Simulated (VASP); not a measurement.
Band structure of CdTe (zinc blende). These are PBE GGA, VASP's PBE PAW potentials (set 64) (plane waves; VASP 6.6.1) values and carry that method's errors.

Unless said otherwise, spin-orbit coupling is left out, though it shifts the bands of the heavy elements here.

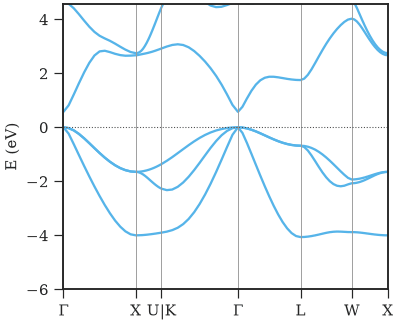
Bands along high-symmetry lines, zero at the valence-band maximum or, without a gap, the Fermi level

**Question.** Read the plot: is there a gap, and where are the band edges?

**Answer.** The gap is direct, 0.57 eV, from the valence maximum at Γ to the conduction minimum at Γ. (Edges off the drawn lines would not show.)

Measured: gap 1.63 eV (computed value off by -1.06 eV), as given by Anna Miglio et al., npj Computational Materials (2020), arXiv:2011.12765 [zero-point renormalisation of 16 meV (experimental, the table's column) added back].

The compound is CdTe in the zinc blende structure. It was relaxed first, which changed the volume by +7 %.
